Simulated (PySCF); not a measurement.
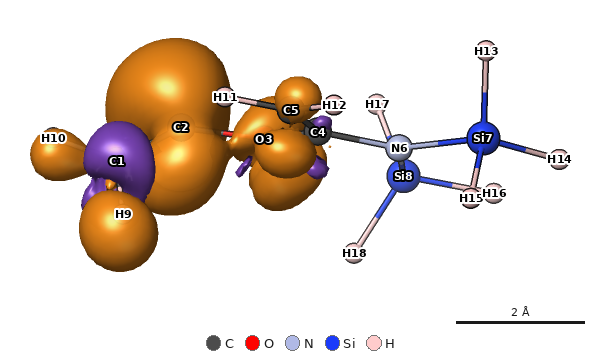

The picture shows: C$_{4}$H$_{10}$NOSi$_{2}$ (SMILES C=[C]OC(=C)N([SiH3])[SiH3]) (doublet). Isosurfaces of the spin density at +0.015 (orange) and −0.015 e/Å³ (purple), seen from one side.

Geometry: GFN2-xTB.

All numbers below come from UKS B3LYP, pcH-1 on C H N O Si, non-relativistic, mean-field spin-orbit, GIAO (PySCF 2.14.0, density-fitted response routines).

```xyz
18

C     3.3566   -0.0358   -0.3837
C     2.3247    0.3177   -1.1011
O     1.0440    0.5478   -0.8945
C     0.1518   -0.3608   -0.3734
C     0.4939   -1.6086   -0.0438
N    -1.0802    0.2307   -0.2952
Si   -2.4596   -0.6890    0.2395
Si   -1.0439    1.9136   -0.8117
H     3.3153   -0.1716    0.6980
H     4.3255   -0.1621   -0.8339
H     1.5009   -1.9535   -0.1860
H    -0.2198   -2.2953    0.3626
H    -2.6481   -1.8229   -0.6692
H    -3.5876    0.2310    0.1890
H    -2.2173   -1.1528    1.6087
H    -2.4225    2.3550   -0.6109
H    -0.6961    1.9917   -2.2279
H    -0.1463    2.6711    0.0570
```

Which atoms carry the spin?

Answer. The unpaired spin (1 electron) lies mostly on C2 (about 0.7) and O3 (about 0.1), in electrons by Hirshfeld's partition.
